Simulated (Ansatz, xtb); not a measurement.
# Ligand exchange: SiH2(SiH3)Br + CCl3F → SiH2(SiH3)Cl + CBrCl2F

Species: SiH2(SiH3)Br, singlet; CCl3F `FC(Cl)(Cl)Cl`, singlet; SiH2(SiH3)Cl, singlet; CBrCl2F (bromodichlorofluoromethane) `FC(Cl)(Cl)Br`, singlet. The partners trade Br for Cl: Si–Br and C–Cl bonds give way to Si–Cl and C–Br.

Shapes, held fixed at every level: PBE0-D4/def2-TZVP. Programs: Ansatz 0.2.0, xtb 6.7.1, xtb 6.7.1 later snapshot. The zero-point and thermal change to 298 K, harmonic and unscaled (PBE0-D4/def2-TZVP), is -0.2 kJ/mol.

```
                level                    kind  ΔH(298 K) (kJ/mol)  less CCSD(T)/def2-TZVPP  CPU time (sum over the molecules)
             GFN2-xTB          semi-empirical               +19.2                    +20.9                             0.16 s
    PBE-D4/def2-TZVPP                     GGA                -0.8                     +0.9                               20 s
  BHLYP-D4/def2-TZVPP           global hybrid                -0.2                     +1.5                               26 s
r2SCAN0-D4/def2-TZVPP           global hybrid                +2.0                     +3.7                               42 s
   wB97M-V/def2-TZVPP  range-separated hybrid                +0.6                     +2.3                               89 s
   wB97X-V/def2-TZVPP  range-separated hybrid                +0.6                     +2.3                               63 s
     CCSD(T)/def2-SVP   coupled cluster or CI                +8.0                     +9.7                               23 s
   CCSD(T)/def2-TZVPP   coupled cluster or CI                -1.7                      0.0                            6.6 min
```

The highest level, CCSD(T)/def2-TZVPP, gives ΔH(298 K) = -1.7 kJ/mol; the levels span -1.7 to +19.2. That is about zero within the method's error. They disagree on the sign: 5 of 8 are positive. The column of differences is taken from that level and isn't an error. No measured value is set beside it here. Relativity is left out for Br unless named. Correlated rows may include outer-core shells of Br, which these sets cover unevenly. Times are processor times on shared x86 and Arm servers, and rough.

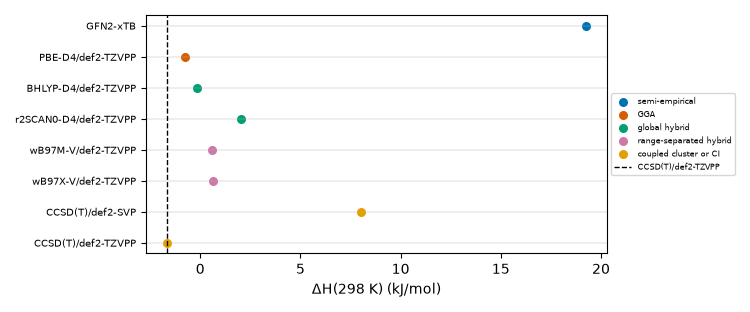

The values of the table, level by level.
